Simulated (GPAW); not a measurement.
**Run report: CH₃GaS, property calculation**

- system: CH₃GaS
- method: RPBE/real-space grid, scalar-relativistic datasets (GPAW 26.7.0)

The geometry comes from this level: GFN2-xTB.

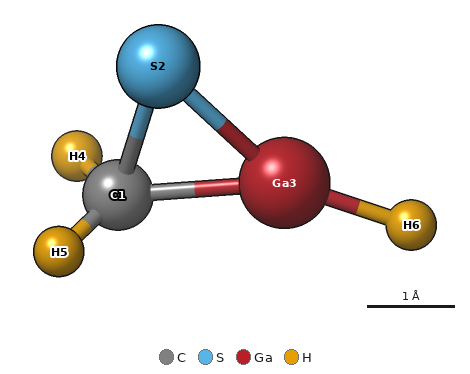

**Figure 1.** The structure (ball-and-stick view, seen at a tilt; atoms are numbered from 1 in the order of the input). Sticks mark near contacts.

Key numbers

```json
{"quantity": "outcome", "value": "converged"}
{"quantity": "energy relative to the program's reference atoms", "value": "−23.6702 eV"}
{"quantity": "largest force", "value": "0.917 eV/Å"}
{"quantity": "HOMO", "value": "−5.79 eV"}
{"quantity": "LUMO", "value": "−2.17 eV"}
{"quantity": "dipole moment", "value": "2.27 D"}
{"quantity": "hardware", "value": "1 thread of Intel Xeon (Granite Rapids), 16 GiB of memory available, shared host"}
{"quantity": "wall time", "value": "14 s"}
{"quantity": "peak memory", "value": "0.53 GiB"}
```

Input (sp.py)
```python
import numpy as np
from ase import Atoms
from ase.units import Bohr, Debye
from gpaw import GPAW

# Geometry
positions_bohr = np.array(
              [[ -0.789225,   0.152406,  -1.359620],
               [  1.163599,  -2.933705,  -0.322954],
               [  0.853174,   0.439758,   1.991847],
               [ -2.739347,  -0.435393,  -1.644742],
               [  0.040157,   0.829269,  -3.115554],
               [  1.471643,   1.947665,   4.451023]])
molecule = Atoms(["C", "S", "Ga", "H", "H", "H"], positions=positions_bohr * Bohr)
molecule.center(vacuum=4.5)

# GPAW settings
calc = GPAW(mode="fd", maxiter=100, xc="RPBE", h=0.2, txt="-")
molecule.calc = calc

energy = molecule.get_potential_energy()
print(f"Energy                  {energy:.5f} eV")
forces = molecule.get_forces()
print("Forces (eV/Ang)")
for symbol, f in zip(molecule.symbols, forces):
    print(f'{symbol:2} {f[0]:9.4f} {f[1]:9.4f} {f[2]:9.4f}')
dipole = molecule.get_dipole_moment() / Debye
print(f"Dipole = {np.linalg.norm(dipole):.3f} D")
homo, lumo = calc.get_homo_lumo()
print(f"HOMO                    {homo:.3f} eV")
print(f"LUMO                    {lumo:.3f} eV")
print(f"Gap                     {lumo - homo:.3f} eV")
```

Command:
```bash
python sp.py > sp.log
```

The program's output
```
__  _  _
 | _ |_)|_||  |
 |__||  | ||/\| - 26.7.0

units:  Angstrom and eV
cores:  1
OpenMP: False

Versions:
  Python: 3.12.14
  ASE:    3.29.0
  Numpy:  2.5.5
  Scipy:  1.18.1
  Libxc:  7.0.0

        _gpaw.cpython-312-x86_64-linux-gnu.so

Input parameters:
  mode=FD(),
  h=0.2,
  maxiter=100,
  xc=XC(name='RPBE')

Diagonalizing LCAO Hamiltonian
Converting LCAO to fd mode
        .---------------------------.
       /|                           |
      / |                           |
     /  |                           |
    /   |                           |
   /    |                           |
  /     |                           |
 *      |                           |
 |      |             H             |
 |      |                           |
 |      |            Ga             |
 |      |                           |
 |      |                           |
 |      |       H  CS               |
 |      |           H               |
 |      |                           |
 |      .---------------------------.
 |     /                           /
 |    /                           /
 |   /                           /
 |  /                           /
 | /                           /
 |/                           /
 *---------------------------*

Atoms  # Å, Bohr magnetons
|   | symbol |        x |        y |        z |    initial magnetic moments |
|---|--------|----------|----------|----------|-----------------------------|
| 0 |      C | 5.531960 | 6.133100 | 5.429200 | ( 0.0000,  0.0000,  0.0000) |
| 1 |      S | 6.565350 | 4.500000 | 5.977780 | ( 0.0000,  0.0000,  0.0000) |
| 2 |     Ga | 6.401080 | 6.285160 | 7.202720 | ( 0.0000,  0.0000,  0.0000) |
| 3 |      H | 4.500000 | 5.822050 | 5.278320 | ( 0.0000,  0.0000,  0.0000) |
| 4 |      H | 5.970850 | 6.491280 | 4.500000 | ( 0.0000,  0.0000,  0.0000) |
| 5 |      H | 6.728360 | 7.083110 | 8.504060 | ( 0.0000,  0.0000,  0.0000) |

Unit cell  # Å
| periodic |         x |         y |         z |   lengths |    angles |
|----------|-----------|-----------|-----------|-----------|-----------|
|       no | 11.228360 |  0.000000 |  0.000000 | 11.228360 | 90.000000 |
|       no |  0.000000 | 11.583110 |  0.000000 | 11.583110 | 90.000000 |
|       no |  0.000000 |  0.000000 | 13.004060 | 13.004060 | 90.000000 |

Number of symmetries: 1
Symmetry operations  # r_c * U_cc + t_c -> r_c
|   | kind |            matrix            |
|---|------|------------------------------|
| 0 |  E   |  1, 0, 0,  0, 1, 0,  0, 0, 1 |

BZ-sampling:
  Number of BZ points: 1
  Number of IBZ points: 1

  Monkhorst-Pack size: [1, 1, 1]
  Monkhorst-Pack shift: [0, 0, 0]

K-points  # in reciprocal-cell coordinates
|   |                                coordinates |     weight |
|---|--------------------------------------------|------------|
| 0 | (  0.00000000,   0.00000000,   0.00000000) | 1.00000000 |

Uniform wave function grid shape: (np.int64(55), np.int64(55), np.int64(63))
Spin-components: 1 (collinear spins)
Bands:           14
Projectors:      24
Spin-degeneracy: 2
Datatype:        float64

  Storage: CPU
  Wave functions: 21_344_400 bytes (21_344_400 per core)

Parallelization:
  kpt:    1
  domain: 1
  band:   1

Density:
  Valence electrons: 16.0
  Components: 1
  Grid points: [56 56 64]
  Charge: 0.0  # |e|

Potential:
  Grid points: [56 56 64]

species:
  C:
    name:    Carbon
    Z:       6.0
    valence: 4
    core:    2
    charge:  0.0  # [|e|]
    file:    C.RPBE.gz
    compensation charges:
      type: gauss
      rc: 0.20  # [Å]
      lmax: 2
    cutoffs:
      filter: 1.14  # [Å]
      core: 1.14  # [Å]
    projectors
    | kind |    occ | energy [eV] | rcut [Å] |
    |------|--------|-------------|----------|
    |   2s |  2.000 |     -13.815 |    0.635 |
    |   2p |  2.000 |      -5.254 |    0.635 |
    |    s |        |      13.396 |    0.635 |
    |    p |        |      21.957 |    0.635 |
    |    d |        |       0.000 |    0.635 |

    Using partial waves for C as LCAO basis

  S:
    name:    Sulfur
    Z:       16.0
    valence: 6
    core:    10
    charge:  0.0  # [|e|]
    file:    S.RPBE.gz
    compensation charges:
      type: gauss
      rc: 0.24  # [Å]
      lmax: 2
    cutoffs:
      filter: 1.77  # [Å]
      core: 1.66  # [Å]
    projectors
    | kind |    occ | energy [eV] | rcut [Å] |
    |------|--------|-------------|----------|
    |   3s |  2.000 |     -17.247 |    0.974 |
    |   3p |  4.000 |      -6.991 |    0.979 |
    |    s |        |       9.964 |    0.974 |
    |    p |        |      20.220 |    0.979 |
    |    d |        |       0.000 |    0.900 |

    Using partial waves for S as LCAO basis

  Ga:
    name:    Gallium
    Z:       31.0
    valence: 3
    core:    28
    charge:  0.0  # [|e|]
    file:    Ga.RPBE.gz
    compensation charges:
      type: gauss
      rc: 0.37  # [Å]
      lmax: 2
    cutoffs:
      filter: 2.06  # [Å]
      core: 4.17  # [Å]
    projectors
    | kind |    occ | energy [eV] | rcut [Å] |
    |------|--------|-------------|----------|
    |   4s |  2.000 |      -8.878 |    1.164 |
    |   4p |  1.000 |      -2.543 |    1.164 |
    |    s |        |      18.334 |    1.164 |
    |    p |        |      24.668 |    1.164 |
    |    d |        |       0.000 |    1.164 |

    Using partial waves for Ga as LCAO basis

  H:
    name:    Hydrogen
    Z:       1.0
    valence: 1
    core:    0
    charge:  0.0  # [|e|]
    file:    H.RPBE.gz
    compensation charges:
      type: gauss
      rc: 0.15  # [Å]
      lmax: 2
    cutoffs:
      filter: 0.85  # [Å]
      core: 0.53  # [Å]
    projectors
    | kind |    occ | energy [eV] | rcut [Å] |
    |------|--------|-------------|----------|
    |   1s |  1.000 |      -6.572 |    0.476 |
    |    s |        |      20.639 |    0.476 |
    |    p |        |       0.000 |    0.476 |

    Using partial waves for H as LCAO basis

Reference energy: -64819.366045  # eV

eigensolver:
  PPCG
  Converge bands: occupied
  niter=2

density mixing:
  MSR1-Mixer
  Pratt-step length: 0.05
  Maximum mixing coefficient: 0.75
  Old densities: 10
  SVD Regularization: 0.005
  Good broyden scale: 1.0
  Trust region scale: 1.0
  Backstep threshold: 4.0
  History deletion threshold: 6.0
  Fourier metric: weight=20.0, sigma=0.015

occupation numbers:
  # Zero width

FastPoissonSolver using
    Stencil: 6*3+1=19 point O(h^6) finite-difference Laplacian
    FFT axes: []
    FST axes: [np.int64(0), np.int64(1), np.int64(2)]

xc functional:
  name: RPBE with 2 nearest neighbor stencil
interpolation: tri-quintic # 5. degree polynomial

Initialization done in: 1.522 s

convergence criteria:
- Maximum [total energy] change in last 3 cyles: 0.0005 eV / valence electron
- Maximum integral of absolute [dens]ity change: 0.0001 electrons / valence electron
- Maximum integral of absolute [eigenst]ate change: 4e-08 eV^2 / valence electron
maximum number of iterations: 100

SCF iterations
|iter     |     time |      energy | eigst |  dens |
|---------|----------|-------------|-------|-------|
|iter:   1| 00:00:02 |  -26.346976 | +0.96 |       |
|iter:   2| 00:00:03 |  -25.804752 | -0.11 | -0.62 |
|iter:   3| 00:00:04 |  -23.739608 | +0.16 | -0.67 |
|iter:   4| 00:00:05 |  -23.677319 | -0.47 | -1.21 |
|iter:   5| 00:00:05 |  -23.670130 | -1.30 | -1.58 |
|iter:   6| 00:00:06 |  -23.670083c| -1.88 | -2.09 |
|iter:   7| 00:00:07 |  -23.670092c| -2.86 | -2.43 |
|iter:   8| 00:00:08 |  -23.670169c| -3.55 | -2.84 |
|iter:   9| 00:00:09 |  -23.670171c| -4.38 | -3.46 |
|iter:  10| 00:00:10 |  -23.670172c| -5.07 | -3.99 |
|iter:  11| 00:00:11 |  -23.670172c| -5.73 | -4.45c|
|iter:  12| 00:00:11 |  -23.670172c| -6.38 | -4.97c|
|iter:  13| 00:00:12 |  -23.670172c| -6.97 | -5.43c|
|iter:  14| 00:00:13 |  -23.670172c| -7.58c| -5.69c|

Converged in 14 steps
SCF loop duration: 11.710 s (0.836 s/step)
Energy contributions relative to reference atoms: (reference = -64819.366045)

Energy contributions:
  Kinetic:          33.280804
  Coulomb:         -34.206085
  Zero:              0.339419
  External:          0.000000
  Xc:              -23.084311
  Entropy:           0.000000
  Spinorbit:         0.000000
  ----------------------------
  Free energy:     -23.670172
  Extrapolated:    -23.670172

dipole moment: (-0.069990, 0.412723, 0.219608)  # |e|*Ang

Fermi level: -3.979
Eigenvalues  # (at kpt = [0.000, 0.000, 0.000])
| band index |      eig [eV] | occ [0-2] |
|------------|---------------|-----------|
|          0 |       -18.390 |     2.000 |
|          1 |       -14.901 |     2.000 |
|          2 |       -11.134 |     2.000 |
|          3 |       -10.210 |     2.000 |
|          4 |        -9.155 |     2.000 |
|          5 |        -7.311 |     2.000 |
|          6 |        -5.906 |     2.000 |
|          7 |        -5.791 |     2.000 |
|          8 |        -2.166 |     0.000 |
|          9 |        -1.678 |     0.000 |
|         10 |        -0.934 |     0.000 |
|         11 |        -0.369 |     0.000 |
|         12 |         0.016 |     0.000 |
|         13 |         0.644 |     0.000 |

Gap: 3.625 eV
Transition (v -> c):
  (s=0, k=0, n=7, [0.00, 0.00, 0.00]) -> (s=0, k=0, n=8, [0.00, 0.00, 0.00])
No difference between direct/indirect transitions
vacuum-level: 0.000  # V
Energy                  -23.67017 eV

Forces  # eV/Ang
|        x |        y |        z |
|----------|----------|----------|
|  0.33156 | -0.84909 | -0.09837 |  # C    0
| -0.14382 |  0.02129 | -0.21544 |  # S    1
| -0.18400 |  0.43964 |  0.03479 |  # Ga   2
| -0.22132 |  0.12607 |  0.19338 |  # H    3
|  0.13345 |  0.30357 | -0.00171 |  # H    4
|  0.06721 | -0.01272 |  0.10307 |  # H    5

Force computation time: 0.043  # s
Forces (eV/Ang)
C     0.3316   -0.8491   -0.0984
S    -0.1438    0.0213   -0.2154
Ga   -0.1840    0.4396    0.0348
H    -0.2213    0.1261    0.1934
H     0.1334    0.3036   -0.0017
H     0.0672   -0.0127    0.1031
Dipole = 2.271 D
HOMO                    -5.791 eV
LUMO                    -2.166 eV
Gap                     3.625 eV
```

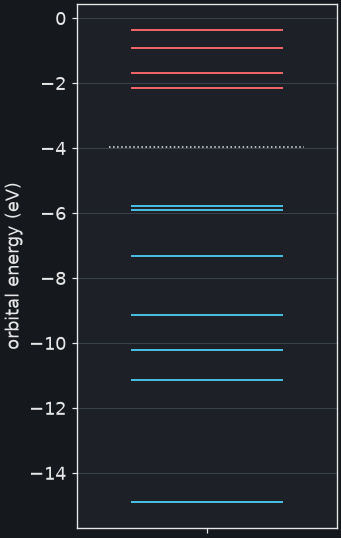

**Figure 2.** Orbital energies near the frontier; the dotted line parts filled from empty levels, and levels within 0.02 eV of each other stand side by side. Highest filled −5.79 eV, lowest empty −2.17 eV, 3.62 eV apart.
